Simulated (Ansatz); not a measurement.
## Electronic structure of C₂H₈AlFN₂ (SMILES C[NH][Al]([NH2])[CH2]F) in real space

Input file:

```
crystal:
  periodic: [false, false, false]
  atoms:
    - { symbol: C, position_ang: [0.7823, 0.4615, 1.9411] }
    - { symbol: "N", position_ang: [1.3513, -0.1996, 0.8103] }
    - { symbol: Al, position_ang: [0.0714, -0.4002, -0.6485] }
    - { symbol: "N", position_ang: [-0.3319, -2.1382, -1.2175] }
    - { symbol: C, position_ang: [-0.6655, 1.1978, -1.5389] }
    - { symbol: F, position_ang: [-1.3638, 1.9702, -0.5941] }
    - { symbol: H, position_ang: [0.4672, 1.536, 1.6276] }
    - { symbol: H, position_ang: [-0.1181, -0.0294, 2.2959] }
    - { symbol: H, position_ang: [1.4698, 0.6101, 2.8018] }
    - { symbol: H, position_ang: [1.6036, -1.1581, 1.1601] }
    - { symbol: H, position_ang: [-0.8936, -2.6057, -0.3843] }
    - { symbol: H, position_ang: [-1.1054, -2.0138, -1.9442] }
    - { symbol: H, position_ang: [0.102, 1.8436, -1.9684] }
    - { symbol: H, position_ang: [-1.3824, 0.8965, -2.312] }
basis:
  gaussian: { orbitals: "6-31G" }
hamiltonian:
  xc: cam_b3lyp
  dispersion: d4
relax:
  f_tol: 0.015
  max_steps: 40
output:
  orbitals: {}
```

Run with:

```sh
ansatz run input.yaml --threads 1 --pin off --max-ram 2048MiB --backend cpu --events-out ev --progress --plain --runs-dir out
```

The fields are those of the relaxed geometry.

Level of theory: Ansatz, RKS CAM-B3LYP-D4/6-31G.

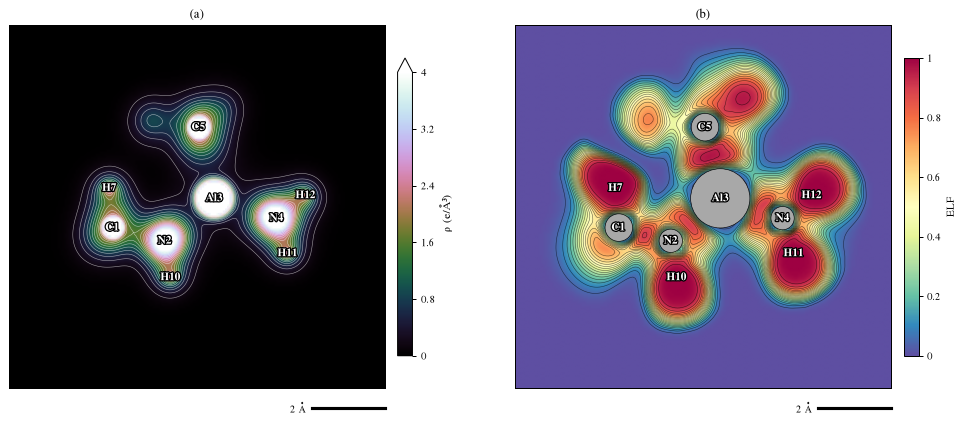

Figure 1. (a) electron density; (b) electron localisation function on the plane of atoms N4, Al3 and C5. Grey discs cover the atomic cores in the ELF map.

Describe what can be read from this map.

Answer.
- The section cuts through C, N, Al and H sites.
- C–N (1.47 Å): the density is about 1.7 e/Å³ at the midpoint; the ELF peaks at about 0.90 between the atoms; a shared electron pair.
- Al–N (1.78 Å): ρ is about 0.73 e/Å³ halfway; the ELF peaks at about 0.90 in the valence shell of N, 0.7 Å from its nucleus, and is about 0.55 at the midpoint.
- C–Al (1.99 Å): ρ at the midpoint is about 0.64 e/Å³; the ELF peaks at about 0.95 between the atoms (a polar covalent bond).
- N–H (1.01 Å): the density is about 2.6 e/Å³ at the midpoint; the ELF climbs to about 1 towards the hydrogen, as it does in any bond to H: an ordinary covalent bond to hydrogen.
- C–H (1.09 Å): ρ is about 1.9 e/Å³ halfway; the ELF climbs to about 1 towards the hydrogen: an ordinary covalent bond to hydrogen.

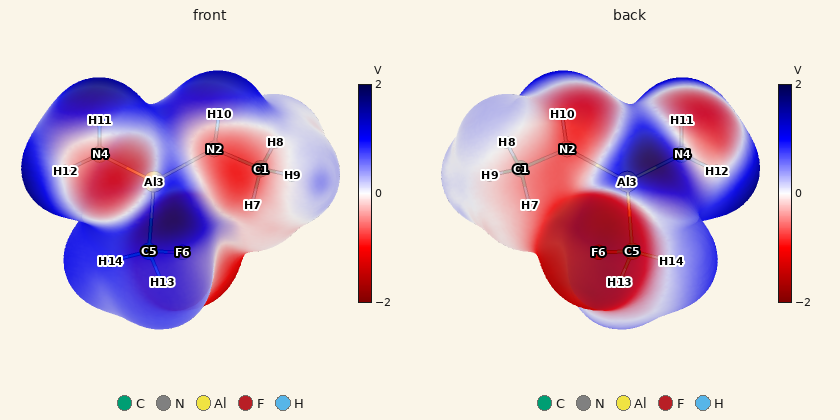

Figure 2. The electrostatic potential painted on the density surface at 0.002 e/bohr³, seen from the front and from behind; the colour scale runs from red (negative) to blue (positive).

Where is the surface potential most negative and most positive?

Answer. The most negative region (about −1.6 V, or −37 kcal/mol for a unit charge) lies over F6, the most positive (about +1.8 V, or +42 kcal/mol for a unit charge) over Al3.

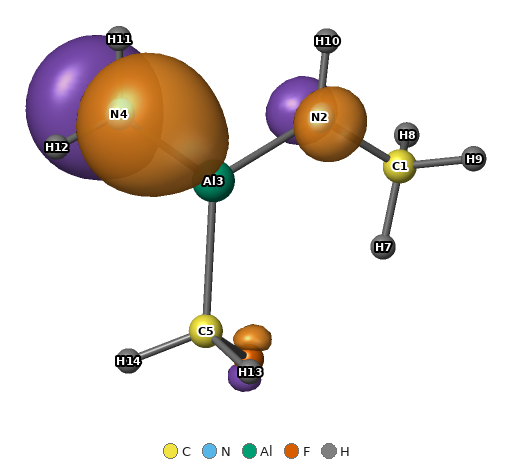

Figure 3. The HOMO−1 at ±0.15 Å⁻³ᐟ² (orange and purple are the two phases), seen at an oblique angle.

What is the character of this orbital?

Answer. By Hirshfeld shares it lies mainly on N4 (about 60 %), Al3 (about 15 %) and N2 (about 5 %). Its energy is −8.66 eV.
